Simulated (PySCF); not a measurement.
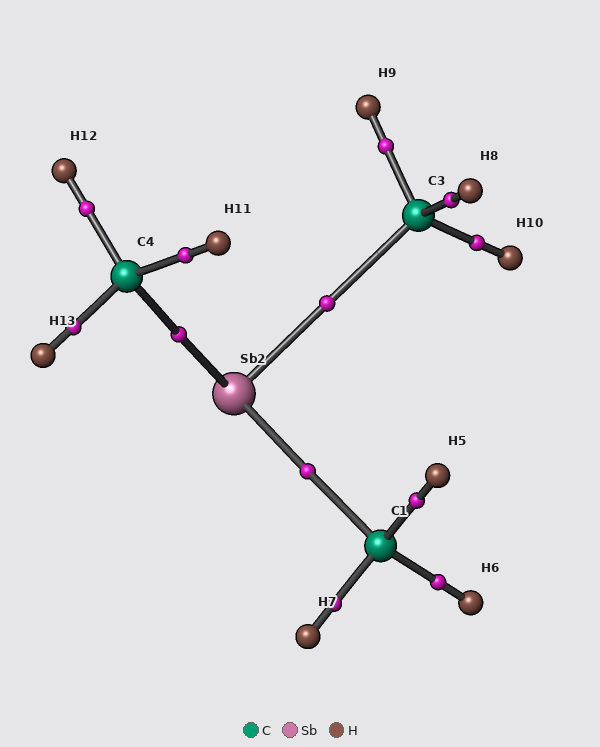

Figure 1: C₃H₉Sb, SMILES `C[Sb](C)C`. Molecular graph of the electron density (QTAIM): bond paths, bond critical points (magenta), ring points (cyan, if any); weak paths are dashed.

PySCF calculation, PBE0/def2-TZVP, gas phase; geometry: GFN2-xTB. Core potentials replace the inner electrons of Sb; spin–orbit coupling isn't included. No frequency check shows the geometry to be a minimum. GFN2-xTB bond lengths at metals and heavier atoms can be off by up to 0.1 Å and shapes distorted, which carries into these values.

Input

```python
import numpy as np
from pyscf import gto, scf, dft
from pyscf.scf import atom_ks, atom_hf
from scipy.linalg import block_diag

def solve(mol, dm0=None, hcore=None):
    mf = (dft.UKS if mol.spin else dft.RKS)(mol, xc='pbe0')
    mf.grids.level = 3
    mf = mf.density_fit(auxbasis='def2-universal-jkfit')
    mf.conv_tol, mf.max_cycle = 1e-8, 80
    if hcore is not None:
        mf.get_hcore = lambda *args: hcore
    mf.kernel(dm0)
    if not mf.converged:
        mf = mf.newton().run(mf.mo_coeff, mf.mo_occ, max_cycle=30)
    assert mf.converged, 'SCF not converged'
    return mf

mol = gto.M(atom='''
C      0.79546    -1.63827     0.74569
Sb    -0.00105     0.00067    -0.43154
C      1.02444     1.50359     0.74946
C     -1.81418     0.13096     0.75136
H      0.69078    -1.41390     1.80173
H      1.84350    -1.78370     0.51384
H      0.25598    -2.55109     0.51970
H      0.88815     1.29425     1.80498
H      0.62418     2.48723     0.51783
H      2.08253     1.49608     0.51778
H     -1.56415     0.11057     1.80663
H     -2.33684     1.05265     0.52460
H     -2.46488    -0.70420     0.52249
''', basis='def2-tzvp', ecp={'Sb': 'def2-tzvp'}, charge=0, spin=0, verbose=4)
mf = solve(mol)
mf.analyze()
# spherically averaged free atoms, for the promolecule
atom_ks.AtomSphAverageRKS.init_guess_by_vsap = lambda self, mol=None: self.init_guess_by_minao(mol)  # core potentials
atm = atom_ks.get_atm_nrks(mol, xc='pbe0')
pro = block_diag(*[(atm[a[0]][2] * atm[a[0]][3]) @ atm[a[0]][2].T for a in mol._atom])
np.savez('result.npz', e=mf.e_tot, c=mf.mo_coeff, occ=mf.mo_occ, eps=mf.mo_energy, pro=pro, dip=mf.dip_moment(verbose=0), s2=mf.spin_square()[0])
```

Command:

```sh
OMP_NUM_THREADS=1 python input.py
```

The run took 28 s on 1 thread of Intel(R) Xeon(R) Platinum 8259CL CPU @ 2.50GHz (Skylake/Cascade Lake), with other jobs on the host, peak memory 0.75 GiB.

Partitions, critical points and surface values were worked out afterwards from this run's density.

**How many critical points of each kind are there, and does the count close?**

13 nuclei, 12 bond, 0 ring and 0 cage critical points: 13 − 12 + 0 − 0 = 1, as the Poincaré–Hopf relation requires.

**What does the calculation give at each kind of bond critical point?**

```json
{"bond": "C3–H10 (5 alike)", "length (Å)": "1.083", "ρ (a.u.)": "0.278", "∇²ρ (a.u.)": "−0.94", "ε": "0.02", "H (a.u.)": "−0.282"}
{"bond": "C3–H8 (3 alike)", "length (Å)": "1.085", "ρ (a.u.)": "0.277", "∇²ρ (a.u.)": "−0.94", "ε": "0.02", "H (a.u.)": "−0.280"}
{"bond": "C3–H9", "length (Å)": "1.087", "ρ (a.u.)": "0.276", "∇²ρ (a.u.)": "−0.93", "ε": "0.02", "H (a.u.)": "−0.278"}
{"bond": "Sb2–C4 (3 alike)", "length (Å)": "2.169", "ρ (a.u.)": "0.107", "∇²ρ (a.u.)": "+0.06", "ε": "0.02", "H (a.u.)": "−0.047"}
```

**What kind of interaction is C3–H9?**

Shared-shell (covalent): ρ = 0.276, ∇²ρ = −0.93, H = −0.278 a.u.
